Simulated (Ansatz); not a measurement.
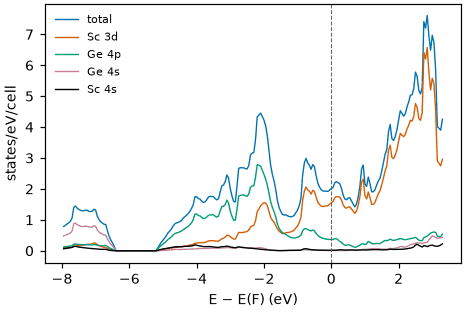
*Total and projected density of states of ScGe in space group Cmcm (No. 63; Sc on 4c, Ge on 4c), DFT-LDA in the program Ansatz with PAW potentials*

Q: Which orbitals carry the states next to the Fermi level?

A: Within 0.5 eV of the Fermi level: Sc 3d 77 %, Ge 4p 18 %. Projections are on Löwdin-orthogonalised atomic valence shells; empty p or d shells of many metals are not among them.

Q: Where is the tallest occupied peak in this window, and what makes it?

A: Near -2.1 eV, about 4.5 states/eV per cell; the largest projected share is Ge 4p.

The workflow started from a Materials Project entry (that database holds measured and hypothetical structures alike); the Crystallography Open Database copy checked does not list it. Its standing as an ambient phase is unchecked. The cell was relaxed with LDA under the symmetry of its start; of distortions, only those at the zone centre were tested. The run is not spin-polarised. Spin–orbit coupling is left out wherever it is not named.

Potentials: the later of the program's two PAW sets.
